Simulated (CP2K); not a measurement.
# A workflow on SiH3I (SMILES [SiH3]I)

Aim: a series of 8 runs (PBE/TZVP-MOLOPT-PBE-GTH) of H3ISi. The setting varied is the cutoff. 

Program for the calculation: CP2K 2026.2.

8 further runs of the same task are left out: 8 set aside as unsound or not needed.

**1. The molecule**

SiH3I: 5 atoms, total charge 0, spin state singlet. As SMILES, `[SiH3]I`. The shape is that of a PBE0-D4/def2-TZVP optimisation.

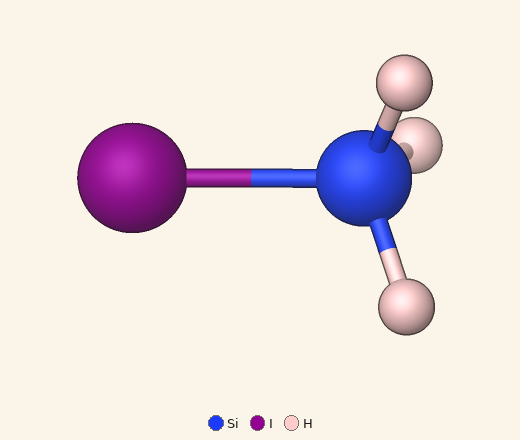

Viewed from a chosen angle; silicon blue, iodine purple, hydrogen pink.

**2. Energy and gradient at PBE/TZVP-MOLOPT-PBE-GTH (core potential) (run 1)**

mol.inp reads:

```
&GLOBAL
 PROJECT_NAME mol
 RUN_TYPE ENERGY_FORCE
 PRINT_LEVEL MEDIUM
&END GLOBAL

&FORCE_EVAL
 METHOD QUICKSTEP
 &DFT
  BASIS_SET_FILE_NAME BASIS_MOLOPT_UZH
  POTENTIAL_FILE_NAME POTENTIAL_UZH
  CHARGE 0
  MULTIPLICITY 1
  ! Quickstep
  &QS
   METHOD GPW
   EPS_DEFAULT 1.0E-10
  &END QS
  ! real-space grids
  &MGRID
   CUTOFF 350
   REL_CUTOFF 50
   NGRIDS 4
  &END MGRID
  &POISSON
   PERIODIC NONE
   POISSON_SOLVER MULTIPOLE
  &END POISSON
  &SCF
   SCF_GUESS ATOMIC
   EPS_SCF 1.0E-06
   MAX_SCF 80
   ADDED_MOS 3
   &DIAGONALIZATION
    ALGORITHM STANDARD
   &END DIAGONALIZATION
   &MIXING
    METHOD BROYDEN_MIXING
    ALPHA 0.4
    NBUFFER 4
   &END MIXING
  &END SCF
  &XC
   &XC_FUNCTIONAL PBE
   &END XC_FUNCTIONAL
  &END XC
  ! extra output
  &PRINT
   &MOMENTS
    PERIODIC F
    REFERENCE COM
    MAX_MOMENT 1
   &END MOMENTS
   &MO ON
    ENERGIES T
    OCCUPATION_NUMBERS T
    NDIGITS 6
    &EACH
     QS_SCF 0
    &END EACH
    ADD_LAST NUMERIC
   &END MO
   &HIRSHFELD OFF
   &END HIRSHFELD
  &END PRINT
 &END DFT
 ! atoms, cell and kinds
 &SUBSYS
  ! vacuum box
  &CELL
   ABC [angstrom] 10.1 9.4 9.2
   PERIODIC NONE
  &END CELL
  &COORD
   Si    -0.165600     0.069300    -0.077300
   I      1.907700    -0.923300     0.737800
   H     -1.144400     0.089000     1.033900
   H     -0.671300    -0.755700    -1.198400
   H      0.123500     1.447000    -0.537300
  &END COORD
  &TOPOLOGY
   &CENTER_COORDINATES
   &END CENTER_COORDINATES
  &END TOPOLOGY
  &KIND Si
   BASIS_SET TZVP-MOLOPT-PBE-GTH-q4
   POTENTIAL GTH-PBE-q4
  &END KIND
  &KIND I
   BASIS_SET TZVP-MOLOPT-PBE-GTH-q7
   POTENTIAL GTH-PBE-q7
  &END KIND
  &KIND H
   BASIS_SET TZVP-MOLOPT-PBE-GTH-q1
   POTENTIAL GTH-PBE-q1
  &END KIND
 &END SUBSYS
 &PRINT
  &FORCES ON
  &END FORCES
 &END PRINT
&END FORCE_EVAL
```

Run with:

```sh
$ OMP_NUM_THREADS=2 cp2k.psmp -i mol.inp -o mol.out
```

What it wrote:

```text
CP2K| version string:                                       CP2K version 2026.2
[...]
 GLOBAL| Method name                                                        CP2K
[...]
 GLOBAL| Run type                                                   ENERGY_FORCE
[...]
 DFT| Spin restricted Kohn-Sham (RKS) calculation                            RKS
 DFT| Multiplicity                                                             1
[...]
 DFT| Charge                                                                   0
[...]
 FUNCTIONAL| PBE:
 QS| Method:                                                                 GPW
[...]
 QS| Density cutoff [a.u.]:                                                175.0
[...]
 QS| Relative density cutoff [a.u.]:                                        25.0
[...]
                             - Atoms:                                          5
[...]
                             - Spherical basis functions:                     52
[...]
 Number of electrons:                                                         14
[...]
     1 NoMix/Diag. 0.40E+00    1.0     0.61058102       -16.9208333736 -1.69E+01
[...]
    18 Broy./Diag. 0.40E+00    1.4     0.00000053       -17.1642594689  1.38E-06
  *** SCF run converged in    18 steps ***
[...]
  Overlap energy of the core charge distribution:               0.00000003120787
  Self energy of the core charge distribution:                -39.16058968386717
  Core Hamiltonian energy:                                      8.55577873326380
  Hartree energy:                                              17.92139130641478
  Exchange-correlation energy:                                 -4.48083985596332
  Total energy:                                               -17.16425946894405
[...]
 ENERGY| Total FORCE_EVAL ( QS ) energy [hartree]            -17.164257370421790
[...]
```

It took 28 s on 2 threads of Intel Xeon Platinum 8259CL at 2.50GHz (Skylake/Cascade Lake), shared host; peak memory 0.96 GiB.

**3. The distorted shape: energy and gradient at PBE/TZVP-MOLOPT-PBE-GTH (core potential) (run 2)**

calc.inp reads:

```
&GLOBAL
  PROJECT calc
  RUN_TYPE ENERGY_FORCE
  PRINT_LEVEL MEDIUM
&END GLOBAL

&FORCE_EVAL
  METHOD QUICKSTEP
  &DFT
    BASIS_SET_FILE_NAME BASIS_MOLOPT_UZH
    POTENTIAL_FILE_NAME POTENTIAL_UZH
    CHARGE 0
    MULTIPLICITY 1
    &QS
      METHOD GPW
      EPS_DEFAULT 1.0E-10
    &END QS
    &MGRID
      CUTOFF 350
      REL_CUTOFF 50
      NGRIDS 4
    &END MGRID
    &POISSON
      PERIODIC NONE
      POISSON_SOLVER MULTIPOLE
    &END POISSON
    &SCF
      SCF_GUESS ATOMIC
      EPS_SCF 1.0E-06
      MAX_SCF 80
      ADDED_MOS 3
      &DIAGONALIZATION
        ALGORITHM STANDARD
      &END DIAGONALIZATION
      &MIXING
        METHOD BROYDEN_MIXING
        ALPHA 0.4
        NBUFFER 4
      &END MIXING
    &END SCF
    &XC
      &XC_FUNCTIONAL PBE
      &END XC_FUNCTIONAL
    &END XC
    &PRINT
      &MOMENTS
        PERIODIC F
        REFERENCE COM
        MAX_MOMENT 1
      &END MOMENTS
      &MO ON
        ENERGIES T
        OCCUPATION_NUMBERS T
        NDIGITS 6
        &EACH
          QS_SCF 0
        &END EACH
        ADD_LAST NUMERIC
      &END MO
      &HIRSHFELD OFF
      &END HIRSHFELD
    &END PRINT
  &END DFT
  ! atoms, cell and kinds
  &SUBSYS
    &CELL
      ABC [angstrom] 11 9.4 10.3
      PERIODIC NONE
    &END CELL
    &COORD
      Si     0.813204     0.049600    -1.188505
      I      2.886504    -0.943000    -0.373405
      H     -1.144400     0.089000     1.033900
      H      0.307504    -0.775400    -2.309605
      H      1.102304     1.427300    -1.648505
    &END COORD
    &TOPOLOGY
      &CENTER_COORDINATES
      &END CENTER_COORDINATES
    &END TOPOLOGY
    &KIND Si
      BASIS_SET TZVP-MOLOPT-PBE-GTH-q4
      POTENTIAL GTH-PBE-q4
    &END KIND
    &KIND I
      BASIS_SET TZVP-MOLOPT-PBE-GTH-q7
      POTENTIAL GTH-PBE-q7
    &END KIND
    &KIND H
      BASIS_SET TZVP-MOLOPT-PBE-GTH-q1
      POTENTIAL GTH-PBE-q1
    &END KIND
  &END SUBSYS
  ! extra output
  &PRINT
    &FORCES ON
    &END FORCES
  &END PRINT
&END FORCE_EVAL
```

Run with:

```sh
$ OMP_NUM_THREADS=2 cp2k.psmp calc.inp > calc.out
```

What it wrote:

```text
CP2K| version string:                                       CP2K version 2026.2
[...]
 GLOBAL| Method name                                                        CP2K
[...]
 GLOBAL| Run type                                                   ENERGY_FORCE
[...]
 DFT| Spin restricted Kohn-Sham (RKS) calculation                            RKS
 DFT| Multiplicity                                                             1
[...]
 DFT| Charge                                                                   0
[...]
 FUNCTIONAL| PBE:
 QS| Method:                                                                 GPW
[...]
 QS| Density cutoff [a.u.]:                                                175.0
[...]
 QS| Relative density cutoff [a.u.]:                                        25.0
[...]
                             - Atoms:                                          5
[...]
                             - Spherical basis functions:                     52
[...]
 Number of electrons:                                                         14
[...]
     1 NoMix/Diag. 0.40E+00    1.2     0.55990190       -16.8381849377 -1.68E+01
[...]
    21 Broy./Diag. 0.40E+00    1.5     0.00000067       -17.0319552033 -3.06E-06
  *** SCF run converged in    21 steps ***
[...]
  Overlap energy of the core charge distribution:               0.00000002100022
  Self energy of the core charge distribution:                -39.16058968386717
  Core Hamiltonian energy:                                      8.31831979490407
  Hartree energy:                                              18.13992366994215
  Exchange-correlation energy:                                 -4.32960900526939
  Total energy:                                               -17.03195520329013
[...]
 ENERGY| Total FORCE_EVAL ( QS ) energy [hartree]            -17.031952143845800
[...]
```

It took 35 s on 2 threads of Intel Xeon Platinum 8259CL at 2.50GHz (Skylake/Cascade Lake), shared host; peak memory 1.1 GiB.

Runs 3 to 6 aren't shown in full; the table further down has their settings and results.

**4. Energy and forces at PBE/TZVP-MOLOPT-PBE-GTH (core potential) (run 7)**

run.inp reads:

```
&FORCE_EVAL
  METHOD QUICKSTEP
  &DFT
    BASIS_SET_FILE_NAME BASIS_MOLOPT_UZH
    POTENTIAL_FILE_NAME POTENTIAL_UZH
    &QS
      METHOD GPW
      EPS_DEFAULT 1.0E-10
    &END QS
    &MGRID
      CUTOFF 800
      REL_CUTOFF 50
      NGRIDS 4
    &END MGRID
    &POISSON
      PERIODIC NONE
      POISSON_SOLVER MULTIPOLE
    &END POISSON
    &SCF
      SCF_GUESS ATOMIC
      EPS_SCF 1.0E-06
      MAX_SCF 80
      ADDED_MOS 3
      &DIAGONALIZATION
        ALGORITHM STANDARD
      &END DIAGONALIZATION
      &MIXING
        METHOD BROYDEN_MIXING
        ALPHA 0.4
        NBUFFER 4
      &END MIXING
    &END SCF
    &XC
      &XC_FUNCTIONAL PBE
      &END XC_FUNCTIONAL
    &END XC
    &PRINT
      &MOMENTS
        PERIODIC F
        REFERENCE COM
        MAX_MOMENT 1
      &END MOMENTS
      &MO ON
        ENERGIES T
        OCCUPATION_NUMBERS T
        NDIGITS 6
        &EACH
          QS_SCF 0
        &END EACH
        ADD_LAST NUMERIC
      &END MO
      &HIRSHFELD OFF
      &END HIRSHFELD
    &END PRINT
  &END DFT
  &SUBSYS
    &CELL
      ABC 10.1 9.4 9.2
      PERIODIC NONE
    &END CELL
    &COORD
      Si    -0.165600     0.069300    -0.077300
      I      1.907700    -0.923300     0.737800
      H     -1.144400     0.089000     1.033900
      H     -0.671300    -0.755700    -1.198400
      H      0.123500     1.447000    -0.537300
    &END COORD
    &TOPOLOGY
      &CENTER_COORDINATES
      &END CENTER_COORDINATES
    &END TOPOLOGY
    &KIND Si
      BASIS_SET TZVP-MOLOPT-PBE-GTH-q4
      POTENTIAL GTH-PBE-q4
    &END KIND
    &KIND I
      BASIS_SET TZVP-MOLOPT-PBE-GTH-q7
      POTENTIAL GTH-PBE-q7
    &END KIND
    &KIND H
      BASIS_SET TZVP-MOLOPT-PBE-GTH-q1
      POTENTIAL GTH-PBE-q1
    &END KIND
  &END SUBSYS
  &PRINT
    &FORCES ON
    &END FORCES
  &END PRINT
&END FORCE_EVAL
&GLOBAL
  PROJECT_NAME run
  RUN_TYPE ENERGY_FORCE
  PRINT_LEVEL MEDIUM
&END GLOBAL
```

Run with:

```sh
$ OMP_NUM_THREADS=2 cp2k.psmp -i run.inp > run.out 2>&1
```

What it wrote:

```text
CP2K| version string:                                       CP2K version 2026.2
[...]
 GLOBAL| Method name                                                        CP2K
[...]
 GLOBAL| Run type                                                   ENERGY_FORCE
[...]
 DFT| Spin restricted Kohn-Sham (RKS) calculation                            RKS
 DFT| Multiplicity                                                             1
[...]
 DFT| Charge                                                                   0
[...]
 FUNCTIONAL| PBE:
 QS| Method:                                                                 GPW
[...]
 QS| Density cutoff [a.u.]:                                                400.0
[...]
 QS| Relative density cutoff [a.u.]:                                        25.0
[...]
                             - Atoms:                                          5
[...]
                             - Spherical basis functions:                     52
[...]
 Number of electrons:                                                         14
[...]
     1 NoMix/Diag. 0.40E+00    3.6     0.61058089       -16.9208332976 -1.69E+01
[...]
    18 Broy./Diag. 0.40E+00    4.8     0.00000053       -17.1642594396  1.40E-06
  *** SCF run converged in    18 steps ***
[...]
  Overlap energy of the core charge distribution:               0.00000003120787
  Self energy of the core charge distribution:                -39.16058968386717
  Core Hamiltonian energy:                                      8.55577900036012
  Hartree energy:                                              17.92139093677564
  Exchange-correlation energy:                                 -4.48083972409658
  Total energy:                                               -17.16425943962012
[...]
 ENERGY| Total FORCE_EVAL ( QS ) energy [hartree]            -17.164257338338075
[...]
```

Run time: 92 s. Hardware: 2 threads of Intel Xeon Platinum 8259CL at 2.50GHz (Skylake/Cascade Lake), shared host; peak memory 2.7 GiB.

**5. The distorted shape: energy and forces at PBE/TZVP-MOLOPT-PBE-GTH (core potential) (run 8)**

calc.inp: that of step 3 with these lines changed.

```diff
@@ -1,3 +1,3 @@
 &GLOBAL
-  PROJECT calc
+  PROJECT_NAME calc
   RUN_TYPE ENERGY_FORCE
@@ -7,3 +7,3 @@
 &FORCE_EVAL
-  METHOD QUICKSTEP
+  METHOD QS
   &DFT
@@ -13,2 +13,3 @@
     MULTIPLICITY 1
+    ! Quickstep
     &QS
@@ -17,4 +18,5 @@
     &END QS
+    ! plane-wave cutoff in Ry
     &MGRID
-      CUTOFF 350
+      CUTOFF 800
       REL_CUTOFF 50
@@ -22,2 +24,3 @@
     &END MGRID
+    ! isolated system
     &POISSON
@@ -40,2 +43,3 @@
     &END SCF
+    ! functional
     &XC
@@ -44,2 +48,3 @@
     &END XC
+    ! extra output
     &PRINT
@@ -63,3 +68,3 @@
   &END DFT
-  ! atoms, cell and kinds
+  ! structure
   &SUBSYS
@@ -93,3 +98,2 @@
   &END SUBSYS
-  ! extra output
   &PRINT
```

Run with:

```sh
$ OMP_NUM_THREADS=2 cp2k.psmp -i calc.inp > calc.out 2>&1
```

What it wrote:

```text
CP2K| version string:                                       CP2K version 2026.2
[...]
 GLOBAL| Method name                                                        CP2K
[...]
 GLOBAL| Run type                                                   ENERGY_FORCE
[...]
 DFT| Spin restricted Kohn-Sham (RKS) calculation                            RKS
 DFT| Multiplicity                                                             1
[...]
 DFT| Charge                                                                   0
[...]
 FUNCTIONAL| PBE:
 QS| Method:                                                                 GPW
[...]
 QS| Density cutoff [a.u.]:                                                400.0
[...]
 QS| Relative density cutoff [a.u.]:                                        25.0
[...]
                             - Atoms:                                          5
[...]
                             - Spherical basis functions:                     52
[...]
 Number of electrons:                                                         14
[...]
     1 NoMix/Diag. 0.40E+00    4.6     0.55990193       -16.8381848399 -1.68E+01
[...]
    21 Broy./Diag. 0.40E+00    5.9     0.00000068       -17.0319550782 -3.06E-06
  *** SCF run converged in    21 steps ***
[...]
  Overlap energy of the core charge distribution:               0.00000002100022
  Self energy of the core charge distribution:                -39.16058968386717
  Core Hamiltonian energy:                                      8.31832088395629
  Hartree energy:                                              18.13992244483967
  Exchange-correlation energy:                                 -4.32960874408783
  Total energy:                                               -17.03195507815883
[...]
 ENERGY| Total FORCE_EVAL ( QS ) energy [hartree]            -17.031952011508793
[...]
```

Run time: 2.2 min. Hardware: 2 threads of Intel Xeon Platinum 8259CL at 2.50GHz (Skylake/Cascade Lake), shared host; peak memory 3.3 GiB.

**6. All runs side by side**

| run | cutoff | cell | partner | energy (Eh) | dipole moment (D) | HOMO energy (eV) | LUMO energy (eV) | wall time |
| --- | --- | --- | --- | --- | --- | --- | --- | --- |
| 1 | 350 | (10.1, 9.4, 9.2) | base | -17.164257 | 1.21 | -6.56 | -1.51 | 28 s |
| 2 | 350 | (11, 9.4, 10.3) | Si1–H3 2.96 Å | -17.031952 | 1.80 | -5.95 | -4.17 | 35 s |
| 3 | 450 | (10.1, 9.4, 9.2) | base | -17.164257 | 1.21 | -6.56 | -1.51 | 37 s |
| 4 | 450 | (11, 9.4, 10.3) | Si1–H3 2.96 Å | -17.031952 | 1.80 | -5.95 | -4.17 | 54 s |
| 5 | 600 | (10.1, 9.4, 9.2) | base | -17.164257 | 1.21 | -6.56 | -1.51 | 56 s |
| 6 | 600 | (11, 9.4, 10.3) | Si1–H3 2.96 Å | -17.031952 | 1.80 | -5.95 | -4.17 | 96 s |
| 7 | 800 | (10.1, 9.4, 9.2) | base | -17.164257 | 1.21 | -6.56 | -1.51 | 92 s |
| 8 | 800 | (11, 9.4, 10.3) | Si1–H3 2.96 Å | -17.031952 | 1.80 | -5.95 | -4.17 | 2.2 min |

Convergence of the total energy of singlet SiH3I with the cutoff, against the last point:

| cutoff | from the last (mEh) | wall time |
| --- | --- | --- |
| 350 Ry | -0.000 | 28 s |
| 450 Ry | -0.000 | 37 s |
| 600 Ry | -0.000 | 56 s |
| 800 Ry | +0.000 | 92 s |

Convergence of the dipole moment of singlet SiH3I with the cutoff, against the last point:

| cutoff | from the last (D) | wall time |
| --- | --- | --- |
| 350 Ry | -0.0000 | 28 s |
| 450 Ry | -0.0000 | 37 s |
| 600 Ry | -0.0000 | 56 s |
| 800 Ry | +0.0000 | 92 s |

**7. Summary of results**

| quantity | value |
| --- | --- |
| distorted shape, run 8: total energy | -17.03195 Eh |
| distorted shape, run 8: dipole moment | 1.80 D |
| distorted shape, run 8: HOMO energy | -5.95 eV |
| distorted shape, run 8: LUMO energy | -4.17 eV |
| distorted shape, run 8: HOMO–LUMO gap | 1.78 eV |
| distorted shape, run 8: largest force on an atom | 1.760 eV/Å |
| energy change with the Si1–H3 bond stretched from 1.481 to 2.962 Å (run 1, cutoff 350) | 3.600 eV |
| energy change with the Si1–H3 bond stretched from 1.481 to 2.962 Å (run 3, cutoff 450) | 3.600 eV |
| energy change with the Si1–H3 bond stretched from 1.481 to 2.962 Å (run 5, cutoff 600) | 3.600 eV |
| energy change with the Si1–H3 bond stretched from 1.481 to 2.962 Å (run 7, cutoff 800) | 3.600 eV |

**Reading.** With the Si1–H3 bond stretched from 1.481 to 2.962 Å the energy rises by 3.60 eV (347 kJ/mol). The first shape isn't relaxed at this level, so the change isn't measured from a minimum. A restricted reference can't describe the breaking bond well at this length. In runs 2, 4, 6, 8 a closed-shell determinant meets a far-stretched bond, which it describes badly. All runs together took 8.9 min, the longest 2.2 min.
